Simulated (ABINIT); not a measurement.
**A GW chain in ABINIT: MoS2 (P6_3/mmc)**

How does a plane-wave GW calculation on MoS2 (P6_3/mmc) run from the first input to the gap?

Method: PBE and many-body steps on it, plane waves, in ABINIT 10.8.3.

The database entry behind the starting cell differs from later determinations by our own check (about 0.3 % long), so it need not match the best structure at ambient conditions.

## Step 1: Set-up

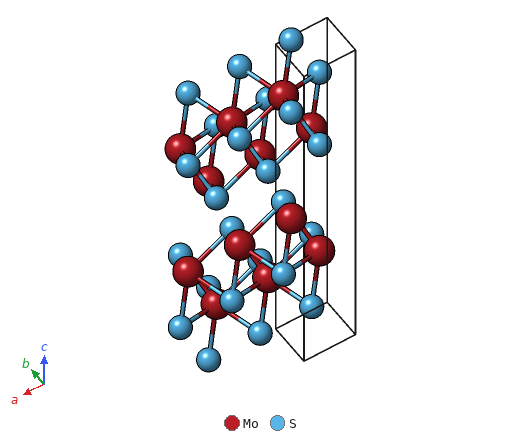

Start, viewed from a free direction; molybdenum red, sulfur blue. 3×2×1 cells are drawn.

The cell and positions come from the Crystallography Open Database and are kept as given unless a step says otherwise.

## Step 2: Ground state

This step: ABINIT 10.8.3; DFT, PBE, plane waves, norm-conserving pseudopotentials.

The ground-state density comes first.

Input file run.abi:

```
acell 3*1.0 Angstrom
rprim 
  3.169000000004 -0.000000000001 0.000000000000
  -1.584500000001 2.744434504597 0.000000000000
  0.000000000000 0.000000000000 12.324000000000
ntypat 2
znucl 42 16
natom 6
typat 1 1 2 2 2 2
xred 
  0.333333333333 0.666666666667 0.250000000000
  0.666666666667 0.333333333333 0.750000000000
  0.333333333333 0.666666666667 0.623000000000
  0.666666666667 0.333333333333 0.123000000000
  0.333333333333 0.666666666667 0.877000000000
  0.666666666667 0.333333333333 0.377000000000
pp_dirpath "pseudos"
pseudos "Mo.upf, S.upf"
ecut 36
ngkpt 6 6 2
nshiftk 1
shiftk 0 0 0
kptopt 1
chksymbreak 0
nband 33
occopt 1
tolvrs 1e-10
nstep 60
prtwf 0
indata_prefix "in"
outdata_prefix "out"
tmpdata_prefix "tmp"
```

Launch:

```sh
> OMP_NUM_THREADS=1 mpirun -n 4 abinit run.abi > log
```

Numbers of over 12 decimals in the logs are rounded to 6 here.

Output:

```text
.Version 10.8.3 of ABINIT. v10.8.2 released Aug 2026.

 Symmetries : space group P6_3/m m c (#194); Bravais hP (primitive hexag.)
================================================================================
 Values of the parameters that define the memory need of the present run
     intxc =       0    ionmov =       0      iscf =       7    lmnmax =       6
     lnmax =       6     mgfft =     128  mpssoang =       3    mqgrid =    6291
     natom =       6  nloc_mem =       1    nspden =       1   nspinor =       1
    nsppol =       1      nsym =      24    n1xccc =    2501    ntypat =       2
    occopt =       1   xclevel =       2
-    mband =          33        mffmem =           1         mkmem =           4
       mpw =        7490          nfft =      165888          nkpt =          14
================================================================================
  Rough estimation (10% accuracy) of disk space for files :
================================================================================

--------------------------------------------------------------------------------
------------- Echo of variables that govern the present computation ------------
--------------------------------------------------------------------------------
 -outvars: echo values of preprocessed input variables --------
            acell      1.8897261259E+00  1.8897261259E+00  1.8897261259E+00 Bohr

      chksymbreak           0
             ecut      3.60000000E+01 Hartree
-          fftalg         312

              ixc     -101130
              kpt      0.00000000E+00  0.00000000E+00  0.00000000E+00
                       1.66666667E-01  0.00000000E+00  0.00000000E+00
                       3.33333333E-01  0.00000000E+00  0.00000000E+00
                       5.00000000E-01  0.00000000E+00  0.00000000E+00
                       1.66666667E-01  1.66666667E-01  0.00000000E+00
                       3.33333333E-01  1.66666667E-01  0.00000000E+00
                       3.33333333E-01  3.33333333E-01  0.00000000E+00
                       0.00000000E+00  0.00000000E+00  5.00000000E-01
                       1.66666667E-01  0.00000000E+00  5.00000000E-01
                       3.33333333E-01  0.00000000E+00  5.00000000E-01
                       5.00000000E-01  0.00000000E+00  5.00000000E-01
[...]
kptrlatt        6    0    0      0    6    0      0    0    2
          kptrlen      3.59312526E+01
P           mkmem           4
            natom           6
            nband          33
            ngfft          36      36     128
             nkpt          14
            nstep          60
             nsym          24
           ntypat           2
              occ      2.000000  2.000000  2.000000  2.000000  2.000000  2.000000
                       2.000000  2.000000  2.000000  2.000000  2.000000  2.000000
                       2.000000  2.000000  2.000000  2.000000  2.000000  2.000000
                       2.000000  2.000000  2.000000  2.000000  2.000000  2.000000
                       2.000000  2.000000  0.000000  0.000000  0.000000  0.000000
[...]
prtwf           0
            rprim      3.1690000000E+00 -1.0000000000E-12  0.0000000000E+00
[...]
spgroup         194

           tolvrs      1.00000000E-10

             xred      3.3333333333E-01  6.6666666667E-01  2.5000000000E-01
[...]
znucl       42.00000   16.00000

================================================================================

 chkinp: Checking input parameters for consistency.

================================================================================
== DATASET  1 ==================================================================
-   mpi_nproc: 4, omp_nthreads: 1 (-1 if OMP is not activated)

--- !DatasetInfo
iteration_state: {dtset: 1, }
dimensions: {natom: 6, nkpt: 14, mband: 33, nsppol: 1, nspinor: 1, nspden: 1, mpw: 7490, }
cutoff_energies: {ecut:  36.0, pawecutdg:  -1.0, }
electrons: {nelect:   5.20000000E+01, charge:   0.00000000E+00, occopt:   1.00000000E+00, tsmear:   1.00000000E-02, }

 Real(R)+Recip(G) space primitive vectors, cartesian coordinates (Bohr,Bohr^-1):
 R(1)=  5.9885421  0.0000000  0.0000000  G(1)=  0.1669856  0.0964092  0.0000000
 R(2)= -2.9942710  5.1862296  0.0000000  G(2)=  0.0000000  0.1928183  0.0000000
 R(3)=  0.0000000  0.0000000 23.2889848  G(3)=  0.0000000  0.0000000  0.0429388
 Unit cell volume ucvol=  7.2330822E+02 bohr^3
 Angles (23,13,12)=  9.00000000E+01  9.00000000E+01  1.20000000E+02 degrees

 getcut: wavevector=  0.0000  0.0000  0.0000  ngfft=  36  36 128
         ecut(hartree)=     36.000   => boxcut(ratio)=   2.03490

--- Pseudopotential description ------------------------------------------------
- Mo Generated using ONCVPSP code by D. R. Hamann
- 42.00000  14.00000  171031                  znucl, zion, pspdat
12 -101130 2 -1 1640                          pspcod,pspxc,lmax,lloc,mmax
     nproj     2     2     2
  pspatm : epsatm=   15.95693798
         --- l  ekb(1:nproj) -->
[...]
pspatm: atomic psp has been read  and splines computed

- S Generated using ONCVPSP code by D. R. Hamann
- 16.00000   6.00000  171031                  znucl, zion, pspdat
[...]
ETOT  9  -184.89632061420    -2.107E-09 1.706E-04 4.393E-07
 ETOT 10  -184.89632061432    -1.168E-10 2.595E-04 4.454E-08
 ETOT 11  -184.89632061434    -1.907E-11 1.106E-04 4.078E-09
 ETOT 12  -184.89632061434     4.093E-12 1.802E-04 3.639E-10
 ETOT 13  -184.89632061434    -1.677E-12 6.883E-05 5.798E-11

 At SCF step   13       vres2   =  5.80E-11 < tolvrs=  1.00E-10 =>converged.

 Cartesian components of stress tensor (hartree/bohr^3)
  sigma(1 1)= -5.90480407E-05  sigma(3 2)=  0.00000000E+00
  sigma(2 2)= -5.90480407E-05  sigma(3 1)=  0.00000000E+00
  sigma(3 3)= -7.38400160E-05  sigma(2 1)=  0.00000000E+00

--- !ResultsGS
iteration_state: {dtset: 1, }
comment   : Summary of ground state results
lattice_vectors:
- [  5.9885421,  -0.0000000,   0.0000000, ]
- [ -2.9942710,   5.1862296,   0.0000000, ]
- [  0.0000000,   0.0000000,  23.2889848, ]
lattice_lengths: [   5.98854,    5.98854,   23.28898, ]
lattice_angles: [ 90.000,  90.000, 120.000, ] # degrees, (23, 13, 12)
lattice_volume:   7.2330822E+02
convergence: {deltae: -1.677E-12, res2:  5.798E-11, residm:  6.883E-05, diffor: null, }
etotal    :  -1.84896321E+02
entropy   :   0.00000000E+00
fermie    :   3.09959974E-01
cartesian_stress_tensor: # hartree/bohr^3
- [ -5.90480407E-05,   0.00000000E+00,   0.00000000E+00, ]
- [  0.00000000E+00,  -5.90480407E-05,   0.00000000E+00, ]
- [  0.00000000E+00,   0.00000000E+00,  -7.38400160E-05, ]
pressure_GPa:   1.8823E+00
xred      :
- [  3.3333E-01,   6.6667E-01,   2.5000E-01, Mo]
- [  6.6667E-01,   3.3333E-01,   7.5000E-01, Mo]
- [  3.3333E-01,   6.6667E-01,   6.2300E-01,  S]
- [  6.6667E-01,   3.3333E-01,   1.2300E-01,  S]
- [  3.3333E-01,   6.6667E-01,   8.7700E-01,  S]
- [  6.6667E-01,   3.3333E-01,   3.7700E-01,  S]
cartesian_forces: # hartree/bohr
- [  7.02551321E-31,   3.65056375E-30,  -0.00000000E+00, ]
- [  7.02551321E-31,  -2.83932736E-30,  -9.03272127E-32, ]
- [ -1.40510264E-30,  -1.62247278E-30,   1.03786198E-03, ]
- [  2.56087294E-43,   8.11236389E-31,   1.03786198E-03, ]
- [  7.02551321E-31,  -4.05618195E-31,  -1.03786198E-03, ]
- [ -7.02551321E-31,   4.05618195E-31,  -1.03786198E-03, ]
force_length_stats: {min:   2.92634879E-30, max:   1.03786198E-03, mean:   6.91907984E-04, }

 Integrated electronic density in atomic spheres:
 ------------------------------------------------
 Atom  Sphere_radius  Integrated_density
[...]
================================================================================

 ----iterations are completed or convergence reached----

 Mean square residual over all n,k,spin=   43.385E-08; max=  68.827E-06
 reduced coordinates (array xred) for    6 atoms
[...]
0.666666666667      0.333333333333      0.750000000000
       0.333333333333      0.666666666667      0.623000000000
       0.666666666667      0.333333333333      0.123000000000
       0.333333333333      0.666666666667      0.877000000000
       0.666666666667      0.333333333333      0.377000000000
 rms dE/dt=  1.1394E-02; max dE/dt=  2.4171E-02; dE/dt below (all hartree)
    1      -0.000000000000     -0.000000000000      0.000000000000
    2      -0.000000000000      0.000000000000      0.000000000000
    3       0.000000000000      0.000000000000     -0.024170751752
    4      -0.000000000000     -0.000000000000     -0.024170751752
    5      -0.000000000000      0.000000000000      0.024170751752
    6       0.000000000000     -0.000000000000      0.024170751752

 cartesian coordinates (angstrom) at end:
    1      6.7e-13     1.829623     3.081000
    2      1.584500     0.914812     9.243000
    3      6.7e-13     1.829623     7.677852
    4      1.584500     0.914812     1.515852
[...]
cartesian forces (hartree/bohr) at end:
[...]
frms,max,avg= 4.8925283E-04 1.0378620E-03   0.000E+00  0.000E+00  0.000E+00 h/b

 cartesian forces (eV/Angstrom) at end:
[...]
2      0.000000    -0.000000    -0.000000
    3     -0.000000    -0.000000     0.053369
    4      0.000000     0.000000     0.053369
    5      0.000000    -0.000000    -0.053369
    6     -0.000000     0.000000    -0.053369
 frms,max,avg= 2.5158392E-02 5.3369009E-02   0.000E+00  0.000E+00  0.000E+00 e/A
 length scales=  1.889726125908  1.889726125908  1.889726125908 bohr
              =  1.000000000000  1.000000000000  1.000000000000 angstroms
 prteigrs : about to open file out_EIG
 Fermi (or HOMO) energy (hartree) =   0.30996   Average Vxc (hartree)=  -0.40245
 Eigenvalues (hartree) for nkpt=  14  k points:
 kpt#   1, nband= 33, wtk=  0.01389, kpt=  0.0000  0.0000  0.0000 (reduced coord)
  -1.95125   -1.95125   -1.00128   -1.00127   -0.99293   -0.99293   -0.99293   -0.99293
  -0.23958   -0.22966   -0.19514   -0.17888    0.05790    0.09584    0.18196    0.18981
   0.18981    0.19029    0.19029    0.23000    0.23000    0.23172    0.23172    0.26647
   0.26790    0.30996    0.38712    0.38733    0.38816    0.38827    0.39315    0.39331
   0.39947
 prteigrs : prtvol=0 or 1, do not print more k-points.

--- !EnergyTerms
iteration_state     : {dtset: 1, }
comment             : Components of total free energy in Hartree
kinetic             :  6.00147592861246E+01
hartree             :  5.39885223318747E+01
xc                  : -3.33780456302612E+01
Ewald energy        : -1.19847493795111E+02
psp_core            :  4.88769548579594E+00
local_psp           : -1.73802185837384E+02
non_local_psp       :  2.32404275446236E+01
total_energy        : -1.84896320614338E+02
total_energy_eV     : -5.03128519569748E+03
band_energy         : -1.61958635705189E+01

 Cartesian components of stress tensor (hartree/bohr^3)
  sigma(1 1)= -5.90480407E-05  sigma(3 2)=  0.00000000E+00
  sigma(2 2)= -5.90480407E-05  sigma(3 1)=  0.00000000E+00
  sigma(3 3)= -7.38400160E-05  sigma(2 1)=  0.00000000E+00

-Cartesian components of stress tensor (GPa)         [Pressure=  1.8823E+00 GPa]
- sigma(1 1)= -1.73725334E+00  sigma(3 2)=  0.00000000E+00
- sigma(2 2)= -1.73725334E+00  sigma(3 1)=  0.00000000E+00
- sigma(3 3)= -2.17244827E+00  sigma(2 1)=  0.00000000E+00

== END DATASET(S) ==============================================================
================================================================================

 -outvars: echo values of variables after computation  --------
           etotal     -1.8489632061E+02
            nband          33
             nkpt          14
          spgroup         194
 [... the other variables as echoed above ...]

 Calculation completed.
```

Elapsed: 44 s, on 4 MPI ranks of Arm Neoverse V2, shared host; peak memory 0.44 GiB.

This step gave:

```
total energy               : -5031.2852 eV
gap                        : 0.8887 eV
k of the valence top       : 0, 0, 0
k of the conduction bottom : 0.1667, 0.1667, 0
least direct gap           : 1.654 eV
pressure                   : 1.882 GPa
```

The gap is indirect, with the least direct gap 0.77 eV higher.

The cutoff was set for levels, not for stress, so the pressure can be off by some GPa.

## Step 3: Empty states on the mesh, 6×6×1 mesh, 170 bands

The sums over transitions need many empty states on a uniform mesh; this step solves for them.

run.abi: that of step 2 with these lines changed.

```diff
@@ -19,3 +19,3 @@
 ecut 36
-ngkpt 6 6 2
+ngkpt 6 6 1
 nshiftk 1
@@ -24,7 +24,10 @@
 chksymbreak 0
-nband 33
-occopt 1
-tolvrs 1e-10
+iscf -2
+irdden 1
+istwfk *1
+nband 170
+nbdbuf 14
+tolwfr 1e-09
 nstep 60
-prtwf 0
+prtvol 0
 indata_prefix "in"
```

Output:

```text
.Version 10.8.3 of ABINIT. v10.8.2 released Aug 2026.

 Symmetries : space group P6_3/m m c (#194); Bravais hP (primitive hexag.)
[... echo of the input left out ...]
== DATASET  1 ==================================================================
-   mpi_nproc: 4, omp_nthreads: 1 (-1 if OMP is not activated)

--- !DatasetInfo
iteration_state: {dtset: 1, }
dimensions: {natom: 6, nkpt: 7, mband: 170, nsppol: 1, nspinor: 1, nspden: 1, mpw: 7481, }
cutoff_energies: {ecut:  36.0, pawecutdg:  -1.0, }
electrons: {nelect:   5.20000000E+01, charge:   0.00000000E+00, occopt:   1.00000000E+00, tsmear:   1.00000000E-02, }

 Real(R)+Recip(G) space primitive vectors, cartesian coordinates (Bohr,Bohr^-1):
 R(1)=  5.9885421  0.0000000  0.0000000  G(1)=  0.1669856  0.0964092  0.0000000
 R(2)= -2.9942710  5.1862296  0.0000000  G(2)=  0.0000000  0.1928183  0.0000000
 R(3)=  0.0000000  0.0000000 23.2889848  G(3)=  0.0000000  0.0000000  0.0429388
 Unit cell volume ucvol=  7.2330822E+02 bohr^3
 Angles (23,13,12)=  9.00000000E+01  9.00000000E+01  1.20000000E+02 degrees

 getcut: wavevector=  0.0000  0.0000  0.0000  ngfft=  36  36 128
         ecut(hartree)=     36.000   => boxcut(ratio)=   2.03490

--- Pseudopotential description ------------------------------------------------
- Mo Generated using ONCVPSP code by D. R. Hamann
- 42.00000  14.00000  171031                  znucl, zion, pspdat
12 -101130 2 -1 1640                          pspcod,pspxc,lmax,lloc,mmax
     nproj     2     2     2
  pspatm : epsatm=   15.95693798
         --- l  ekb(1:nproj) -->
             0   13.833287    1.350687
             1    8.015347    1.134034
             2    2.765699    0.969071
 pspatm: atomic psp has been read  and splines computed

- S Generated using ONCVPSP code by D. R. Hamann
- 16.00000   6.00000  171031                  znucl, zion, pspdat
12 -101130 2 -1 1146                          pspcod,pspxc,lmax,lloc,mmax
     nproj     2     2     2
  pspatm : epsatm=    9.01821529
         --- l  ekb(1:nproj) -->
[...]
pspatm: atomic psp has been read  and splines computed

--------------------------------------------------------------------------------

================================================================================
 prteigrs : about to open file out_EIG
 Non-SCF case, kpt    1 (  0.00000  0.00000  0.00000), residuals and eigenvalues=
  2.28E-10  2.42E-10  4.49E-10  4.83E-10  3.09E-10  4.13E-10  4.26E-10  5.80E-10
  2.28E-10  3.63E-10  1.96E-10  3.61E-10  1.74E-10  2.63E-10  1.61E-10  2.59E-10
  4.10E-10  4.90E-10  5.92E-10  1.71E-10  7.49E-10  2.38E-10  4.20E-10  1.39E-10
[...]
7.07E-05  3.99E-05
 -1.9512E+00 -1.9512E+00 -1.0013E+00 -1.0013E+00 -9.9293E-01 -9.9293E-01
 -9.9293E-01 -9.9293E-01 -2.3958E-01 -2.2966E-01 -1.9514E-01 -1.7888E-01
  5.7899E-02  9.5843E-02  1.8196E-01  1.8981E-01  1.8981E-01  1.9029E-01
[...]
2.3903E+00  2.3974E+00  2.4056E+00  2.4056E+00  2.4076E+00  2.4358E+00
  2.4358E+00  2.4405E+00  2.4526E+00  2.4862E+00  2.4864E+00  2.4922E+00
  2.4925E+00  2.5169E+00
 prteigrs : prtvol=0 or 1, do not print more k-points.

--- !ResultsGS
iteration_state: {dtset: 1, }
comment   : Summary of ground state results
lattice_vectors:
- [  5.9885421,  -0.0000000,   0.0000000, ]
- [ -2.9942710,   5.1862296,   0.0000000, ]
- [  0.0000000,   0.0000000,  23.2889848, ]
lattice_lengths: [   5.98854,    5.98854,   23.28898, ]
lattice_angles: [ 90.000,  90.000, 120.000, ] # degrees, (23, 13, 12)
lattice_volume:   7.2330822E+02
convergence: {deltae:  0.000E+00, res2:  0.000E+00, residm:  9.959E-10, diffor:  0.000E+00, }
etotal    :  -1.84896321E+02
entropy   :   0.00000000E+00
fermie    :   3.09959974E-01
cartesian_stress_tensor: null
pressure_GPa: null
xred      :
- [  3.3333E-01,   6.6667E-01,   2.5000E-01, Mo]
- [  6.6667E-01,   3.3333E-01,   7.5000E-01, Mo]
- [  3.3333E-01,   6.6667E-01,   6.2300E-01,  S]
- [  6.6667E-01,   3.3333E-01,   1.2300E-01,  S]
- [  3.3333E-01,   6.6667E-01,   8.7700E-01,  S]
- [  6.6667E-01,   3.3333E-01,   3.7700E-01,  S]
cartesian_forces: null
force_length_stats: {min: null, max: null, mean: null, }

 Integrated electronic density in atomic spheres:
 ------------------------------------------------
 Atom  Sphere_radius  Integrated_density
[...]
================================================================================

 ----iterations are completed or convergence reached----

 Mean square residual over all n,k,spin=   48.527E-11; max=  99.591E-11
 reduced coordinates (array xred) for    6 atoms
[...]
0.333333333333      0.666666666667      0.877000000000
       0.666666666667      0.333333333333      0.377000000000

 cartesian coordinates (angstrom) at end:
    1      6.7e-13     1.829623     3.081000
    2      1.584500     0.914812     9.243000
    3      6.7e-13     1.829623     7.677852
    4      1.584500     0.914812     1.515852
    5      6.7e-13     1.829623    10.808148
    6      1.584500     0.914812     4.646148
 length scales=  1.889726125908  1.889726125908  1.889726125908 bohr
              =  1.000000000000  1.000000000000  1.000000000000 angstroms
 prteigrs : about to open file out_EIG
 Eigenvalues (hartree) for nkpt=   7  k points:
 kpt#   1, nband=170, wtk=  0.02778, kpt=  0.0000  0.0000  0.0000 (reduced coord)
[...]
2.33291    2.36622    2.36622    2.37661    2.39030    2.39740    2.40556    2.40556
   2.40764    2.43577    2.43577    2.44051    2.45265    2.48615    2.48636    2.49217
   2.49248    2.51687
 prteigrs : prtvol=0 or 1, do not print more k-points.

== END DATASET(S) ==============================================================
================================================================================

 -outvars: echo values of variables after computation  --------
            nband         170
             nkpt           7
          spgroup         194
 [... the other variables as echoed above ...]

 Calculation completed.
```

The job ended after 86 s (4 MPI ranks; peak memory 0.5 GiB).

This step gave:

- gap: 0.8887 eV
- k of the valence top: 0, 0, 0
- k of the conduction bottom: 0.1667, 0.1667, 0
- least direct gap: 1.654 eV
- k points computed: 7
- lowest point of the top converged band, above the valence top: 53.7942 eV

On this mesh the gap is 0.889 eV.

[end of part 1 of 2]

[Paths, hosts, dates, memory and timing lines, banners, echoed tables and standing remarks are left out of the program output.]

[Logs are printed without paths, hosts, clocks, repeated set-up lines and the standing remarks that a program may print on its own settings, such as how far it seeks lower states.]

[Runs of the session that timed out or met a known fault of the program may be left out.]

[Hosts, paths, dates, database ids (printed as entryN), source tags and the programs' standing remarks are cut or masked in the printed files.]

[G0W0 gaps are taken among the corrected bands and points alone; a level outside them can change the order at an edge.]

[Where Ansatz stands beside ABINIT at settings called matched, ABINIT's density can come from a denser mesh and the files from another edition; pairs whose starting gaps differed by over 0.03 eV were left out, so agreement reads better than it is.]
